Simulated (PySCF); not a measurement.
C₂H₅S, SMILES [CH2]SC, doublet at its PBE0/def2-SVP optimised geometry (Å):

```
8

C     -0.7459     0.9946     0.0000
S     -0.3960    -0.6803     0.0000
C      1.4072    -0.6803     0.0000
H     -1.7991     1.2751     0.0430
H      0.0122     1.7299    -0.2769
H      1.7991    -0.1686    -0.8915
H      1.7984    -0.2000     0.9085
H      1.7303    -1.7299    -0.0209
```

Calculation: unrestricted PBE0/def2-TZVP (PySCF). Cells within 0.4 Å of a nucleus heavier than hydrogen are left out (blank, or x).

Map of the HOMO−1 amplitude (α) (bohr^(-3/2)) on the plane z = 0.0 Å; orbital energy -8.62 eV, overall sign arbitrary:

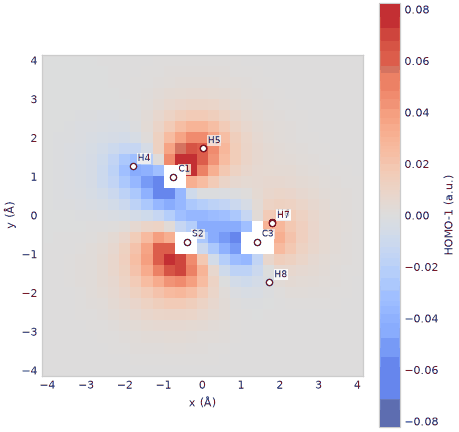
HOMO−1 amplitude (α) (bohr^(-3/2)) on the plane z = 0.0 Å.
